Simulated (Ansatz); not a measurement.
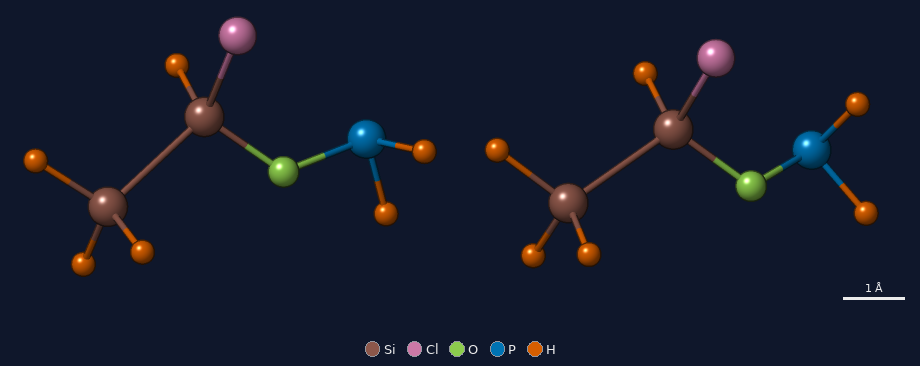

Two geometries of Si₂PH₆OCl, drawn at one scale. One is the start of a relaxation, the other its converged end. A ball-and-stick model, seen at a tilt.

Theory: RKS B3LYP-D4/6-31G* in Ansatz 0.2.0. Set-up: no spin polarisation; force threshold 0.015 eV/Å; at most 40 steps.

Q: Which of the two is the end point?

A: The left one is the relaxed one. The run prepares an end point of a later path (inversion) calculation, from a guessed geometry. The energy falls by 12.0 kcal/mol in 17 accepted moves (22 points after the start). The largest force component goes from 3 to 0.011 eV/Å. The line search rejected the trial steps at points 7, 8, 14, 15, 17 of the run. The forces were under the threshold at step 18, but the run went on from there. The largest move after the best rigid fit is that of an H atom, 0.95 Å. By element the largest moves are H 0.95 Å, Cl 0.48 Å, P 0.37 Å, O 0.27 Å, Si 0.26 Å. Near-neighbour distances that change, for instance: O–P 1.575 → 1.688 Å, Si–Si 2.268 → 2.336 Å, Cl–Si 2.026 → 2.092 Å, H–Si 1.432 → 1.486 Å. Among the angles between lasting bonds that change: Si–O–P 117.7° → 126.7°, Si–Si–O 112.9° → 106.8°, H–Si–H 103.2° → 109.1°. Groups turn about O–P by about 30°.
